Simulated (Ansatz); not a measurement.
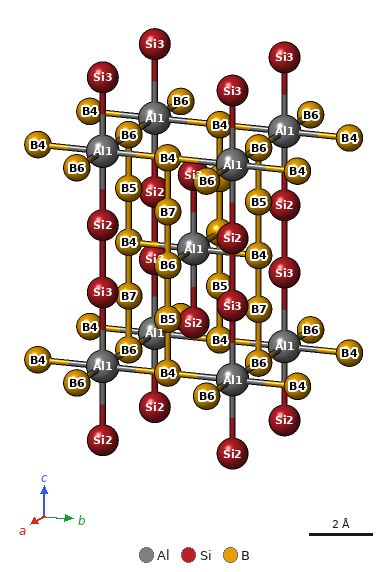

Solid AlSi$_{2}$B$_{4}$ (a generated structure, set up in I4/mmm), before the relaxation. Style: ball-and-stick. Shown: the conventional cell (2 times the calculation's cell), slightly off an axis. Lengths and directions refer to the drawn axes.

Computed with Ansatz, DFT PBE, scalar-relativistic, plane waves, PAW.

The input:
```yaml
crystal:
  lattice:
    - [-2.2286978139, 2.2286978139, 3.5481840033]
    - [2.2286978139, -2.2286978139, 3.5481840033]
    - [2.2286978139, 2.2286978139, -3.5481840033]
  atoms:
    - { symbol: Al, position: [0.0, 0.0, 0.0] }
    - { symbol: Si, position: [0.6565248531, 0.6565248531, 0.0] }
    - { symbol: Si, position: [0.3434751469, 0.3434751469, 0.0] }
    - { symbol: B, position: [0.5, 0.0, 0.5] }
    - { symbol: B, position: [0.75, 0.25, 0.5] }
    - { symbol: B, position: [0.0, 0.5, 0.5] }
    - { symbol: B, position: [0.25, 0.75, 0.5] }
basis:
  ecutwfc: 420
kpoints:
  mp_grid: { grid: [12, 12, 12] }
hamiltonian:
  xc: pbe
scf:
  occupations: { method: gaussian, width: 0.1 }
output:
  forces: true
  stress: true
  eigenvalues: true
  write_density: true
  write_potential: true
  elf: true
  volumetric_format: npy
relax:
  adjacent_minimum: "off"
  f_tol: 0.01
  max_steps: 80
  cell: { stress_tol: 0.05 }
```

Launched with:
```bash
ansatz run input.yaml --threads 1 --pin off --max-ram 2560MiB --backend cpu --events-out ev --progress --plain --runs-dir out
```

Predict the outcome.

Over 3 accepted moves (4 points after the start) the energy falls by 2.2 meV per atom. Largest force component: 0.065 eV/Å at the start, 0.0014 eV/Å at the end. Pressure: −0.52 GPa at the start and 0.02 GPa at the end. At 1 point the geometry stayed and the basis and grid were re-selected for the new cell (energy shift of 0.1 meV per atom at most each time). No atom moves by more than 0.005 Å relative to the cell. Cell: a = b 4.457 → 4.492 Å (+0.8 %), c 7.096 → 7.030 Å (−0.9 %). Volume +0.6 %. Near-neighbour distances that change, for instance: Al1–Si2 2.437 → 2.414 Å, Si2–Si3 2.222 → 2.203 Å, Al1–B4 2.229 → 2.246 Å, B4–B5 1.774 → 1.757 Å. The space group stays I4/mmm (No. 139).

The structure at the end:

```xyz
7
Lattice="-2.2461 2.2461 3.5149 2.2461 -2.2461 3.5149 2.2461 2.2461 -3.5149" Properties=species:S:1:pos:R:3 pbc="T T T"
Al    0.0000    0.0000    7.0298
Si    0.0000    0.0000    4.6162
Si    0.0000    0.0000    2.4136
B     2.2461    0.0000    3.5149
B     0.0000    2.2461    1.7575
B     0.0000    2.2461    3.5149
B     2.2461    0.0000    1.7575
```

The end point in the same view:

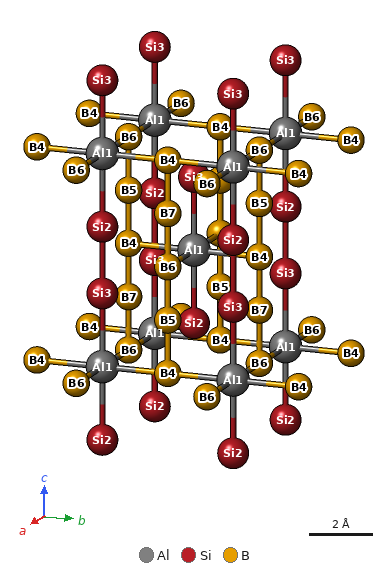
